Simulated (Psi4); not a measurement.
# SiNH2F2 (SMILES [NH][SiH](F)F) at UB3LYP/6-31G(d) (spherical functions)

What is the vertical electron affinity of SiNH2F2 at UB3LYP/6-31G* (spherical functions)? 

The calculation is run with Psi4 1.11.

1 further run of the same task is left out (set aside as unsound or not needed).

### Step 1. The system as given

SiNH2F2: 6 atoms, total charge 0, spin state doublet. SMILES: `[NH][SiH](F)F`. Geometry: relaxed at PBE0-D4/def2-TZVP. This is one conformer, not always the lowest.

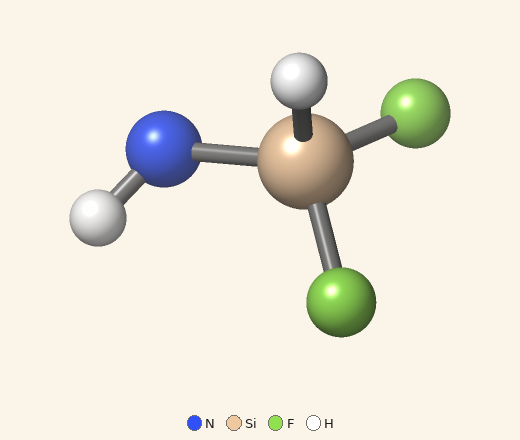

The structure, seen from a chosen angle (nitrogen blue, silicon light orange, fluorine green, hydrogen white).

### Step 2. Energy and forces at UB3LYP/6-31G(d) (spherical functions)

f2h2nsi.inp reads:

```
memory 2200 MB

molecule system {
  0 2
  N     -0.04799904     1.89293866    -1.70774550
  Si     0.35526851    -0.46279393     0.51589523
  F      2.98331063    -1.77898817    -0.00888171
  F     -1.71700516    -2.62709726     0.39192920
  H     -1.84777420     2.18584621    -2.33664635
  H      0.35375673     0.66915202     3.05814379
  units bohr
  symmetry c1
  no_reorient
  no_com
}

set globals {
  reference uks
  puream true
  e_convergence 1e-09
  d_convergence 1e-08
  scf_type pk
  dft_radial_points 99
  dft_spherical_points 590
  maxiter 100
}

energy_value, wavefunction = gradient("b3lyp/6-31G*", return_wfn=True)
```

The run is started by

```
$ psi4 -i f2h2nsi.inp -o f2h2nsi.out -n 1
```

f2h2nsi.out:

```text
[...]
  Running in c1 symmetry.
[...]
  Nuclear repulsion =  175.745953263484182
[...]
  Multiplicity = 2
[...]
  Nalpha       = 21
  Nbeta        = 20
[...]
    Number of basis functions: 64
[...]
   @UKS iter   1:  -544.99983408500441   -4.49758e-01   1.06705e-02 ADIIS/DIIS
[...]
   @UKS iter  15:  -545.19191376267497   -5.68434e-13   3.14171e-09 DIIS
[...]
   @S^2 Observed:                7.527082410E-01
[...]
    Orbital Energies [Eh]
    ---------------------
    Alpha Occupied:
       1A    -66.208933     2A    -24.698719     3A    -24.695708
       4A    -14.371958     5A     -5.358932     6A     -3.719354
       7A     -3.717671     8A     -3.715807     9A     -1.207471
      10A     -1.187917    11A     -0.867708    12A     -0.576536
      13A     -0.503407    14A     -0.488882    15A     -0.480355
      16A     -0.445593    17A     -0.430833    18A     -0.419945
      19A     -0.389576    20A     -0.339830    21A     -0.321677
    Alpha Virtual:
      22A      0.048023    23A      0.055135    24A      0.067933
      25A      0.134749    26A      0.159123    27A      0.176343
[...]
  @UKS Final Energy:  -545.19191376267497
   => Energetics <=
    Nuclear Repulsion Energy =            175.7459532634841821
    One-Electron Energy =               -1105.3749116822893939
    Two-Electron Energy =                 424.5159992996294136
    DFT Exchange-Correlation Energy =     -40.0789546434990740
    Empirical Dispersion Energy =           0.0000000000000000
    VV10 Nonlocal Energy =                  0.0000000000000000
    Total Energy =                       -545.1919137626749716
[...]
 Multipole Moments:
 ------------------------------------------------------------------------------------
     Multipole            Electronic (a.u.)      Nuclear  (a.u.)        Total (a.u.)
 ------------------------------------------------------------------------------------
 L = 1.  Multiply by 2.5417464519 to convert [e a0] to [Debye]
 Dipole X            :        -15.1980324           14.5404976           -0.6575348
 Dipole Y            :         30.3752020          -30.0283150            0.3468870
 Dipole Z            :          0.6811750           -0.5627604            0.1184145
 Magnitude           :                                                    0.7527978
[...]
  -Total Gradient:
     Atom            X                  Y                   Z
    ------   -----------------  -----------------  -----------------
       1       -0.001825175696    -0.005726545309     0.003403000326
       2        0.000702747975    -0.007401477705    -0.008147045336
       3       -0.012706209383     0.006003593848     0.002734116536
       4        0.010152361784     0.009496202255     0.000863439647
       5        0.003643120933    -0.000851023078     0.002138320678
       6        0.000116706267    -0.001494096355    -0.001014838530
[...]
```

Wall time 26 s (1 thread of AMD EPYC 7R43 (Zen 3), shared host); peak memory 0.78 GiB.

### Step 3. The singlet anion: the energy at B3LYP/6-31G(d) (spherical functions)

f2h2nsi.json reads:

```json
{
  "schema_name": "qcschema_input",
  "schema_version": 1,
  "molecule": {
    "schema_name": "qcschema_molecule",
    "schema_version": 2,
    "symbols": ["N", "Si", "F", "F", "H", "H"],
    "geometry": [-0.04799904, 1.89293866, -1.7077455, 0.35526851, -0.46279393, 0.51589523, 2.98331063, -1.77898817, -0.00888171, -1.71700516, -2.62709726, 0.3919292, -1.8477742, 2.18584621, -2.33664635, 0.35375673, 0.66915202, 3.05814379],
    "molecular_charge": -1,
    "molecular_multiplicity": 1,
    "fix_symmetry": "c1"
  },
  "driver": "energy",
  "model": {
    "method": "b3lyp",
    "basis": "6-31G*"
  },
  "keywords": {
    "puream": true,
    "e_convergence": 1e-09,
    "d_convergence": 1e-08,
    "scf_type": "pk",
    "dft_radial_points": 99,
    "dft_spherical_points": 590
  }
}
```

The run is started by

```
$ psi4 --qcschema f2h2nsi.json -n 1 --memory 2200MB
```

stdout:

```text
[...]
  Running in c1 symmetry.
[...]
  Nuclear repulsion =  175.745953263484182
[...]
  Multiplicity = 1
[...]
  Nalpha       = 21
  Nbeta        = 21
[...]
    Number of basis functions: 64
[...]
   @RKS iter   1:  -544.78907735760151   -2.39001e-01   1.59103e-02 ADIIS/DIIS
[...]
   @RKS iter  12:  -545.24530269475599   -9.43601e-12   8.27013e-09 DIIS
[...]
    Orbital Energies [Eh]
    ---------------------
    Doubly Occupied:
       1A    -65.945790     2A    -24.475453     3A    -24.473104
       4A    -13.999909     5A     -5.094447     6A     -3.456106
       7A     -3.453121     8A     -3.449810     9A     -0.986429
      10A     -0.967954    11A     -0.499966    12A     -0.341807
      13A     -0.279416    14A     -0.257816    15A     -0.242653
      16A     -0.214850    17A     -0.205608    18A     -0.181993
      19A     -0.121543    20A      0.011762    21A      0.048149
[...]
  @RKS Final Energy:  -545.24530269475599
   => Energetics <=
    Nuclear Repulsion Energy =            175.7459532634841821
    One-Electron Energy =               -1115.9620891764907356
    Two-Electron Energy =                 435.2991011013377260
    DFT Exchange-Correlation Energy =     -40.3282678830870722
    Empirical Dispersion Energy =           0.0000000000000000
    VV10 Nonlocal Energy =                  0.0000000000000000
    Total Energy =                       -545.2453026947559920
[...]
 Multipole Moments:
 ------------------------------------------------------------------------------------
     Multipole            Electronic (a.u.)      Nuclear  (a.u.)        Total (a.u.)
 ------------------------------------------------------------------------------------
 L = 1.  Multiply by 2.5417464519 to convert [e a0] to [Debye]
 Dipole X            :          1.1714494           -1.3705963           -0.1991469
 Dipole Y            :         -4.9558379            3.6106995           -1.3451383
 Dipole Z            :          0.7044650            0.1753524            0.8798174
 Magnitude           :                                                    1.6196096
[...]
```

The result, in JSON:

```text
{
 "driver": "energy",
 "model": {
  "method": "b3lyp",
  "basis": "6-31G*"
 },
 "success": true,
 "return_result": -545.245302694756,
 "properties": {
  "calcinfo_nbasis": 64,
  "calcinfo_nmo": 64,
  "calcinfo_nalpha": 21,
  "calcinfo_nbeta": 21,
  "calcinfo_natom": 6,
  "nuclear_repulsion_energy": 175.74595326348418,
  "return_energy": -545.245302694756,
  "scf_one_electron_energy": -1115.9620891764907,
  "scf_two_electron_energy": 435.2991011013377,
  "scf_xc_energy": -40.32826788308707,
  "scf_dipole_moment": [-0.19914687766940165, -1.3451383459734947, 0.8798173955788475],
  "scf_total_energy": -545.245302694756,
  "scf_iterations": 12
 }
}
```

Run time: 12 s. Hardware: 1 thread of AMD EPYC 7R43 (Zen 3), shared host; peak memory 0.78 GiB.

### Step 4. Summary of results

At UB3LYP/6-31G* (spherical functions):

```
                                                            quantity          value
                                       doublet SiNH2F2: total energy  -545.19191 Eh
                                      doublet SiNH2F2: dipole moment         1.91 D
                 doublet SiNH2F2: HOMO energy (highest over α and β)       -8.20 eV
                  doublet SiNH2F2: LUMO energy (lowest over α and β)       -4.27 eV
                                               doublet SiNH2F2: ⟨S²⟩          0.753
                           doublet SiNH2F2: largest force on an atom     0.736 eV/Å
                                         singlet anion: total energy  -545.24530 Eh
                                          singlet anion: HOMO energy        1.31 eV
                                          singlet anion: LUMO energy        7.32 eV
singlet anion: HOMO–LUMO gap (to an unbound level, set by the basis)        6.01 eV
                   vertical electron affinity (to the singlet anion)       1.453 eV
```

In words: At fixed nuclei the extra electron is bound by 1.45 eV (140 kJ/mol). The basis has no diffuse functions, so the error can be as large as this value. The largest force (doublet SiNH2F2) is 0.74 eV/Å: the shape isn't a stationary point for this species at this level. The HOMO (singlet anion) lies at positive energy, 1.31 eV; only total energies tell whether the electron is bound.
